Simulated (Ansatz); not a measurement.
A computed series for MoSi2: response to strain

Start from MoSi2 (space group I4/mmm, No. 139; relaxed with 0.1 eV smearing).

```
MoSi2
1.0
   -1.58700     1.58700     3.88936
    1.58700    -1.58700     3.88936
    1.58700     1.58700    -3.88936
Si Mo
2 1
Direct
  0.66479   0.66479   0.00000
  0.33521   0.33521   0.00000
  0.00000   0.00000   0.00000
```

Cartesian axes are those of the cell as printed.

Strains are applied to the cell and any free atomic positions relax.

Method: LDA (Ansatz, a program for electronic structure, PAW, no SOC).

Notes on the quantities. energy relative to the base: free energy F.

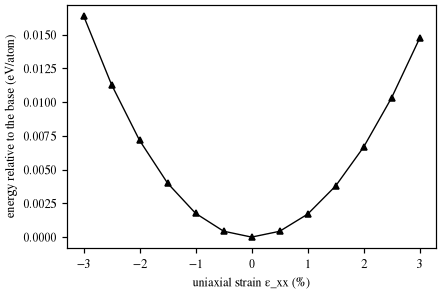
*Energy relative to the base against uniaxial strain ε_xx*

```csv
uniaxial strain ε_xx (%),energy relative to the base
-3,+16 meV/atom
-2.5,+11 meV/atom
-2,+7.2 meV/atom
-1.5,+4.0 meV/atom
-1,+1.8 meV/atom
-0.5,+0.4 meV/atom
0.5,+0.4 meV/atom
1,+1.7 meV/atom
1.5,+3.8 meV/atom
2,+6.7 meV/atom
2.5,+10 meV/atom
3,+15 meV/atom
```

No phonon test of stability was made. The final runs are not spin-polarised.
